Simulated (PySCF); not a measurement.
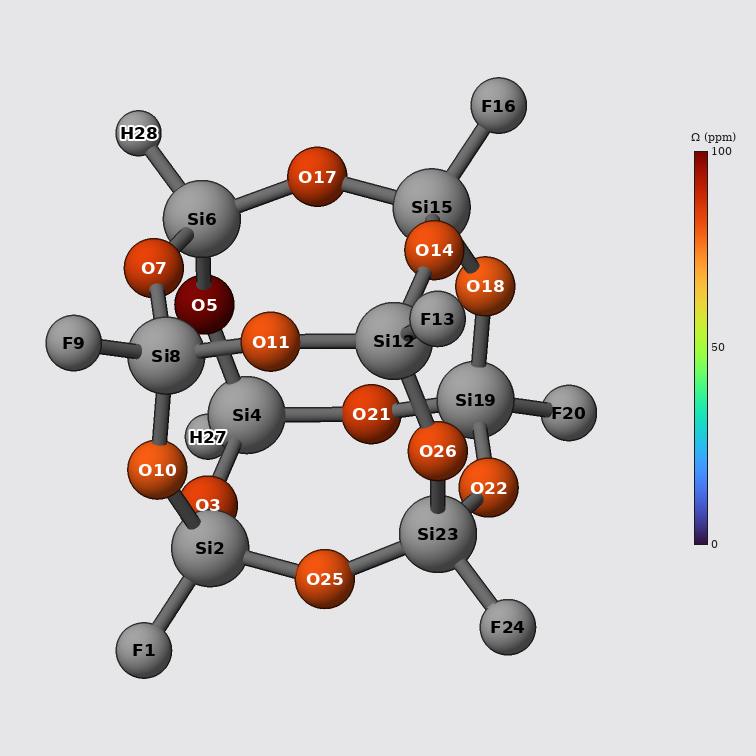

The O atoms are coloured by the span of their shielding tensor. The geometry was computed by an optimisation with GFN2-xTB. No frequency run is at hand to confirm it as a minimum. Properties computed with GIAO KT3/pcSseg-1 NMR shielding, non-relativistic, gas phase (PySCF 2.14.0). Principal shieldings σ11 ≤ σ22 ≤ σ33, span Ω = σ33 − σ11, skew κ = 3(σiso − σ22)/Ω.

**Which O atom has the most anisotropic shielding?**

O5, with a span of 100 ppm.

Give the shielding tensors of the O atoms.

```
          atom    σ11    σ22    σ33   σiso     Ω     κ
  O3, O7, O17…  197.7  201.4  281.8  227.0  84.2  0.91
            O5  174.7  187.4  274.2  212.1  99.5  0.74
      O10, O18  207.7  230.9  287.5  242.1  79.9  0.42
O11, O14, O22…  207.1  229.8  288.3  241.8  81.2  0.44
           O26  207.0  229.4  289.1  241.8  82.1  0.45
```

Shieldings and span in ppm.

The geometry is semi-empirical. Around Si such bond lengths and angles can be off by a tenth of an ångström or more and by several degrees, and values that hang on the shape move with them.
